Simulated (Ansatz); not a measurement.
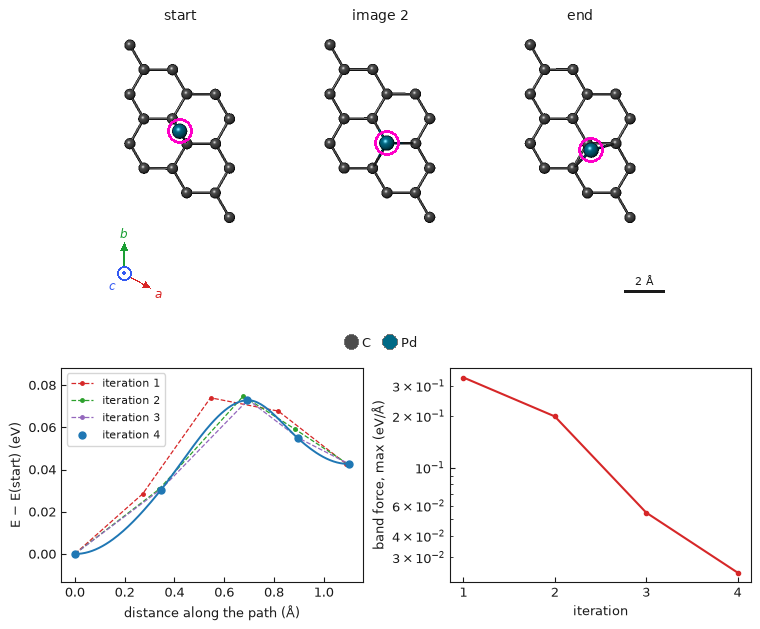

NEB run on Pd on graphene monolayer (19 atoms in the cell). Images are numbered from 0 (start) to 4 (end). The plot follows the band through its iterations. Style: ball-and-stick. Shown: the simulation cell, with the vacuum cut short (origin moved), along the c axis. The moving atom is ringed, with any periodic copies. Bonds to atoms that aren't drawn are left out.

These are results of DFT PBE, scalar-relativistic, plane waves, PAW (Ansatz), not measurements.

Input
```yaml
crystal:
  lattice:
    - [7.398, 0.0, 0.0]
    - [-3.699, 6.406856, 0.0]
    - [0.0, 0.0, 11.0]
  atoms:
    - { symbol: C, position: [-0.00101783, -0.0058148, 0.10204103] }
    - { symbol: C, position: [0.22288783, 0.1064026, 0.092703] }
    - { symbol: C, position: [-0.00131669, 0.33062274, 0.09268512] }
    - { symbol: C, position: [0.22126852, 0.43945389, 0.08756464] }
    - { symbol: C, position: [-0.00202653, 0.66180149, 0.08911328] }
    - { symbol: C, position: [0.22077022, 0.77242506, 0.08880308] }
    - { symbol: C, position: [0.33138023, -0.00479568, 0.08913591] }
    - { symbol: C, position: [0.55405962, 0.10572165, 0.08913533] }
    - { symbol: C, position: [0.3317312, 0.32900296, 0.08758457] }
    - { symbol: C, position: [0.55420596, 0.43896822, 0.0866273] }
    - { symbol: C, position: [0.33123278, 0.66193676, 0.08664321] }
    - { symbol: C, position: [0.55372154, 0.77191116, 0.08759384] }
    - { symbol: C, position: [0.66254656, -0.00549153, 0.09269298] }
    - { symbol: C, position: [0.88644749, 0.10673043, 0.10201979] }
    - { symbol: C, position: [0.66467103, 0.3284994, 0.08880194] }
    - { symbol: C, position: [0.88746908, 0.43912719, 0.0891057] }
    - { symbol: C, position: [0.66417878, 0.66146284, 0.08756509] }
    - { symbol: C, position: [0.88675567, 0.77029364, 0.09269288] }
    - { symbol: Pd, position: [0.94267507, 1.0507001, 0.28749151] }
basis:
  ecutwfc: 420.0
kpoints:
  mp_grid: { grid: [2, 2, 1] }
hamiltonian:
  xc: pbe
scf:
  occupations: { method: gaussian, width: 0.05 }
  lower_state_search: "off"
  max_iter: 88
neb:
  images: 3
  f_tol: 0.05
  max_iterations: 8
  order_check: false
  final_atoms:
    - { symbol: C, position: [0.00173228, -0.00173228, 0.09790708] }
    - { symbol: C, position: [0.22611982, 0.11010393, 0.09732605] }
    - { symbol: C, position: [0.00257977, 0.33098144, 0.08721211] }
    - { symbol: C, position: [0.22435249, 0.44240856, 0.08803146] }
    - { symbol: C, position: [0.00338376, 0.66340059, 0.08982519] }
    - { symbol: C, position: [0.22452869, 0.77547131, 0.08588323] }
    - { symbol: C, position: [0.33659941, -0.00338376, 0.08982519] }
    - { symbol: C, position: [0.55756569, 0.10909662, 0.08811599] }
    - { symbol: C, position: [0.33687501, 0.33185564, 0.0918227] }
    - { symbol: C, position: [0.55743387, 0.44256613, 0.09058113] }
    - { symbol: C, position: [0.33613226, 0.66386774, 0.08582321] }
    - { symbol: C, position: [0.55759144, 0.7756475, 0.08803146] }
    - { symbol: C, position: [0.66901856, -0.00257977, 0.08721211] }
    - { symbol: C, position: [0.88952259, 0.11047742, 0.08946664] }
    - { symbol: C, position: [0.66930868, 0.33069132, 0.08963168] }
    - { symbol: C, position: [0.89090338, 0.44243431, 0.08811599] }
    - { symbol: C, position: [0.66814436, 0.66312499, 0.0918227] }
    - { symbol: C, position: [0.88989608, 0.77388018, 0.09732605] }
    - { symbol: Pd, position: [1.03238599, 0.96761401, 0.28513094] }
```

Launched with:
```bash
ansatz run input.yaml --threads 1 --pin off --max-ram 3072MiB --backend cpu --events-out ev --progress --plain --runs-dir out
```

Judge this run.

The run is converged, with reservations. The band converged in 4 iterations. The largest component of the band force went from 0.34 to 0.024 eV/Å. The climbing image converged on the top of the path. Its curvatures weren't checked. The iteration limit was low. The first iteration put the highest image at 0.074 eV. The energy climbs by 0.073 eV to image 2 and then falls by 0.030 eV, so the end point sits at +0.043 eV.

Limits of the set-up: the periodic images lie only 7.4 Å apart, so the values are limited by the cell's size.

Cost: 3.2 min on 1 thread of AMD EPYC 7R43 64-Core Processor (Zen 3), on a shared host, peak memory 0.9 GiB.
